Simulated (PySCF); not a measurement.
C3H8Si (SMILES C=C(C)[SiH3])

```xyz
12

C    -0.6380    1.4406    0.3822
C    -0.2015    0.2212    0.0975
C    -1.0662   -0.9828    0.3232
Si    1.5203   -0.1071   -0.6067
H    -0.0295    2.3156    0.2248
H    -1.6239    1.6219    0.7863
H    -0.5800   -1.6691    1.0156
H    -2.0383   -0.7076    0.7292
H    -1.2170   -1.5167   -0.6146
H     2.2407    1.1554   -0.7695
H     1.3854   -0.7804   -1.9029
H     2.2492   -0.9917    0.3087
```

Geometry: GFN2-xTB.

All numbers below come from PBE0/pcSseg-1, SCF density, gas phase, non-relativistic in PySCF.

### Predict the electron density and electron localisation function between the atoms.

C–C (1.33 Å): ρ at the midpoint is about 2.3 e/Å³; the ELF peaks at about 0.95 between the atoms: a multiple bond.
C–Si (1.89 Å): ρ at the midpoint is about 0.94 e/Å³; the ELF peaks at about 0.95 between the atoms, as expected for a covalent bond.
C–H (1.08 Å): ρ at the midpoint is about 2 e/Å³; the ELF climbs to about 1 towards the hydrogen, as it does in any bond to H (a covalent bond by its length).
C–C (1.50 Å): the density is about 1.7 e/Å³ at the midpoint; the ELF peaks at about 0.95 between the atoms: localised, covalent bonding.

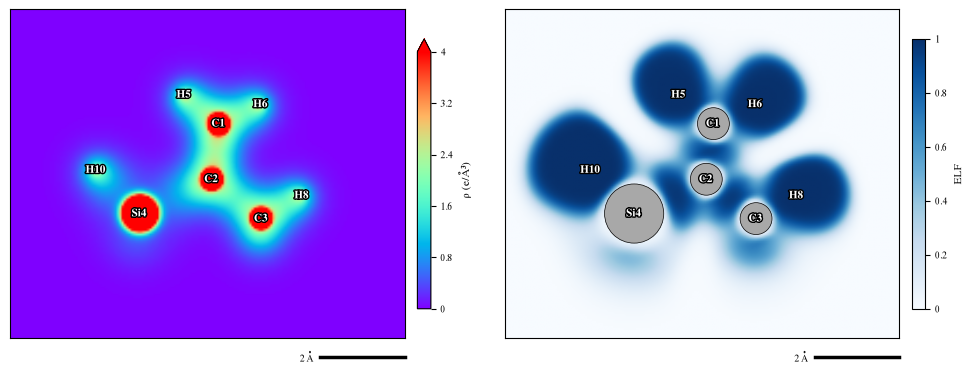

Computed electron density and electron localisation function on the plane of atoms C1, C2 and Si4, in this order. Grey discs cover the atomic cores in the ELF map. 
